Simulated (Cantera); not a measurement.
Charge: 1 mol SiO₂, 8.5 mol HBr, held at 0.133 bar.

Cantera equilibrium calculation (NASA polynomials, part measured and part estimated; ideal gas, pure solids and liquids). Candidate condensed phases: Br₂, H₂O, Si, SiO₂; 28 gas species. The tables' values for SiBr₃ are old estimates; treat these amounts as uncertain. The tables hold silica as quartz up to 1696 K and as liquid above; real silica turns to tridymite and cristobalite and melts near 1996 K. Kinetics and transport are ignored.

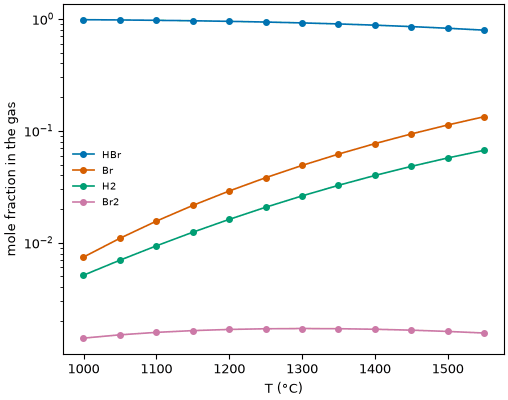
Figure: Equilibrium gas composition (values under 1e-9 drawn at 1e-9)

From 1000 °C to 1400 °C the condensed part is SiO₂(β-quartz). From 1450 °C to 1550 °C the condensed part is SiO₂(condensed). The main Si-bearing gas is SiBr₄ at 1000 °C and SiO at 1550 °C.
